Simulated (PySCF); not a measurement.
## Electronic structure of C₇H₁₂Si in real space

Input

```
{"job": {"kind": "nmr", "xc": "PBE0", "basis": "pcSseg-1"}, "charge": 0, "multiplicity": 1}
C     -1.965280     0.969419    -1.215738
C     -1.389645     0.503616     0.122301
C     -2.196784    -0.657467     0.704703
C      0.070794     0.146500    -0.003283
C      1.079088     0.770496     0.650133
Si     2.679346    -0.051732     0.149898
C      1.798210    -1.258020    -0.980720
C      0.483244    -0.970483    -0.900303
H     -1.949816     0.161877    -1.965242
H     -1.393094     1.816220    -1.623001
H     -3.012473     1.288685    -1.097133
H     -1.451067     1.347460     0.829758
H     -2.193108    -1.529768     0.031529
H     -3.246956    -0.362309     0.855772
H     -1.788684    -0.980235     1.674000
H      0.890499     1.601429     1.333771
H      3.415849    -0.706290     1.276311
H      3.639353     0.848764    -0.562550
H      2.182771    -2.060150    -1.613677
H     -0.280111    -1.521040    -1.462409
```

Command:

```sh
OMP_NUM_THREADS=1 python probes_run.py task.json out
```

Geometry: PBE0-D3(BJ)/def2-SVP.

All numbers below come from PBE0/pcSseg-1, SCF density, gas phase, non-relativistic in PySCF.

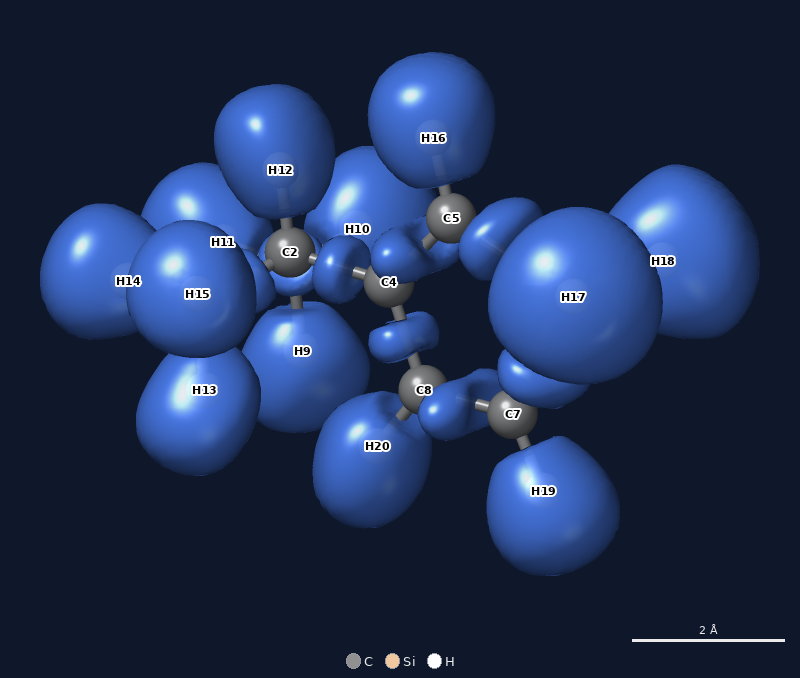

Figure 1. Isosurface of the electron localisation function at 0.8 (blue), seen at a tilt. Core shells and regions of very low density are left out.

**Describe the localisation domains.**

The ELF exceeds this value in six regions between bonded C–C atoms (shared pairs), two regions between bonded C–Si atoms (shared pairs) and twelve regions around hydrogen nuclei.


C–C (1.35 Å): the ELF peaks at about 0.90 between the atoms; localised, covalent bonding. C–Si (1.87 Å): the ELF peaks at about 0.95 between the atoms; localised, covalent bonding.

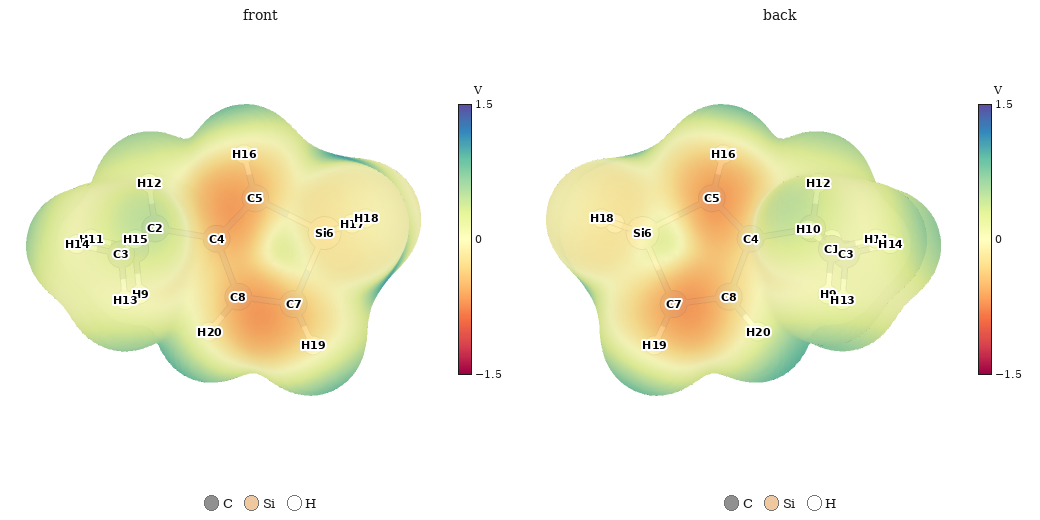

Figure 2. The molecular electrostatic potential painted on the density surface at 0.002 e/bohr³, seen from the front and from behind; red is negative and blue positive.

**Describe the electrostatic potential map.**

The most negative region (about −0.7 V) lies over the π face of C4, C5, C7 and C8, the most positive (about +1.0 V) over Si6.

**How polar is the molecule by this calculation?**

Its dipole moment is 1.07 D.

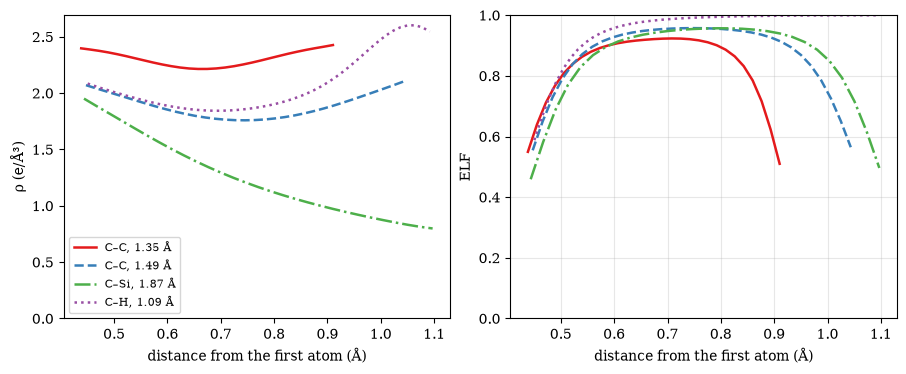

Figure 3. Total electron density and electron localisation function along straight lines between neighbouring atoms. The curves leave out the atomic cores.

**Compare the contacts.**

C–C (1.35 Å): ρ is about 2.2 e/Å³ halfway; the ELF peaks at about 0.90 between the atoms; a covalent bond.
C–C (1.49 Å): ρ is about 1.8 e/Å³ halfway; the ELF peaks at about 0.95 between the atoms (a shared electron pair).
C–Si (1.87 Å): ρ is about 0.95 e/Å³ halfway; the ELF peaks at about 0.95 between the atoms; localised, covalent bonding.
C–H (1.09 Å): ρ at the midpoint is about 1.9 e/Å³; the ELF climbs to about 1 towards the hydrogen, as it does in any bond to H (an ordinary covalent bond to hydrogen).
